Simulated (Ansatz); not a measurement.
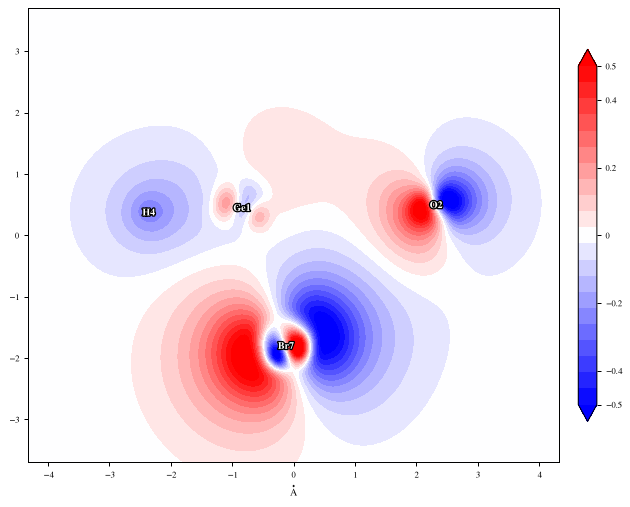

BrGeH$_{3}$···H$_{2}$O. The HOMO on the plane of atoms H4, Ge1 and Br7 (values in Å⁻³ᐟ²; the overall sign is arbitrary).

Method: Ansatz, RKS B3LYP-D4/def2-SVP.

Input

```
crystal:
  periodic: [false, false, false]
  atoms:
    - { symbol: Ge, position_ang: [0.424389, -0.266743, -0.402411] }
    - { symbol: O, position_ang: [-0.665988, -0.103235, 2.359377] }
    - { symbol: H, position_ang: [-1.208468, -0.895871, 2.47451] }
    - { symbol: H, position_ang: [1.042396, -0.335369, -1.814951] }
    - { symbol: H, position_ang: [0.614793, 1.123297, 0.205166] }
    - { symbol: H, position_ang: [-1.017939, -0.77909, -0.426896] }
    - { symbol: Br, position_ang: [1.774894, -1.794423, 0.842332] }
    - { symbol: H, position_ang: [0.224223, -0.413166, 2.643973] }
basis:
  gaussian: { orbitals: def2-SVP }
hamiltonian:
  xc: b3lyp
  dispersion: d4
relax:
  f_tol: 0.03
  max_steps: 50
output:
  orbitals: {}
```

Launched as:

```sh
ansatz run input.yaml --threads 2 --pin off --max-ram 3072MiB --backend cpu --events-out ev --progress --plain --runs-dir out
```

The fields are those of the run's last geometry, not of the input's.

Q: Where does this orbital lie, and at what energy?

A: It lies mainly on Br7 (about 75 %) and O2 (about 10 %); largely a lone pair of Br7. Its energy is −7.85 eV.
